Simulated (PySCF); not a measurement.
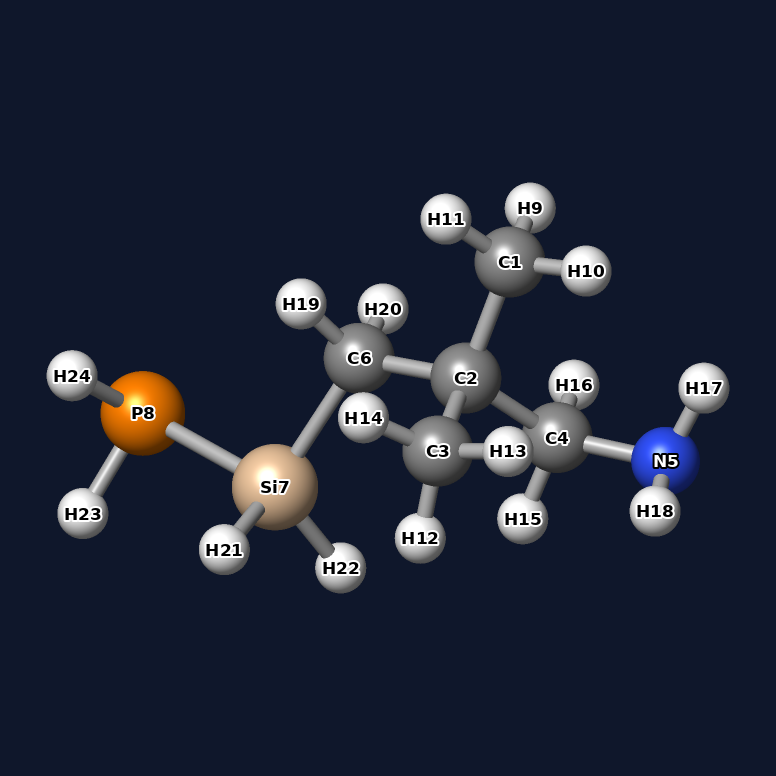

The thickness of each stick grows with its Mayer bond order. The geometry was computed by an optimisation with GFN2-xTB. No frequency run is at hand to confirm it as a minimum. Method: PBE0/pcSseg-1 (PySCF 2.14.0).

List the Mayer bond orders of C1–C2, C2–C3, C2–C4, C2–C6, C4–N5, C6–Si7, Si7–P8 (bonds between heavy atoms, one of each equivalent set).

```
  bond  Mayer order  length (Å)
 C1–C2         1.01       1.534
 C2–C3         1.00       1.530
 C2–C4         0.96       1.548
 C2–C6         1.00       1.533
 C4–N5         1.06       1.448
C6–Si7         0.91       1.904
Si7–P8         1.00       2.245
```

The geometry is semi-empirical. Around P, Si such bond lengths and angles can be off by a tenth of an ångström or more and by several degrees, and values that hang on the shape move with them.
